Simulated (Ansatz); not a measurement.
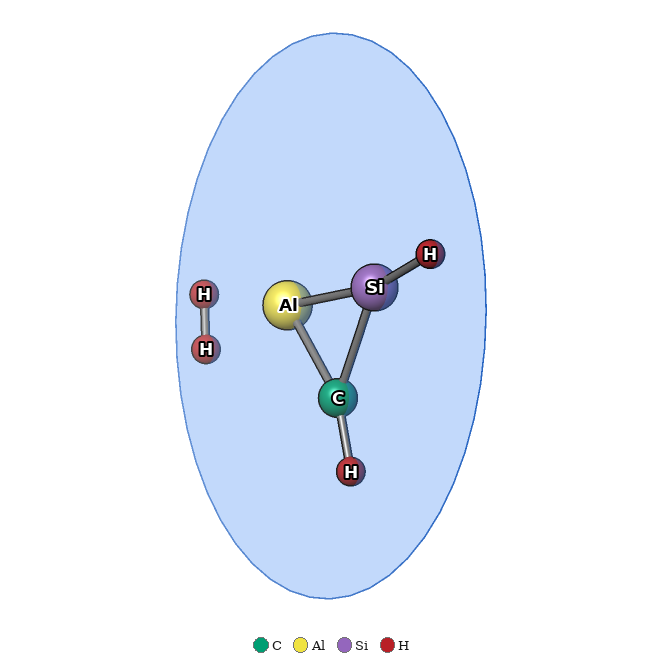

All proper rotation axes (lines) and mirror planes (discs) of the structure are drawn in. Depth is shown by fading: the farther an atom, the more it takes the colour of the background. State: charge +1, singlet. The geometry was computed by an optimisation with PBE0-D4/def2-TZVP. No frequency run is at hand to confirm it as a minimum.

### Name the symmetry elements and the point group.

It has 1 mirror plane. Point group Cs. The group has 2 operations. The geometry is achiral, and symmetry allows a dipole moment.
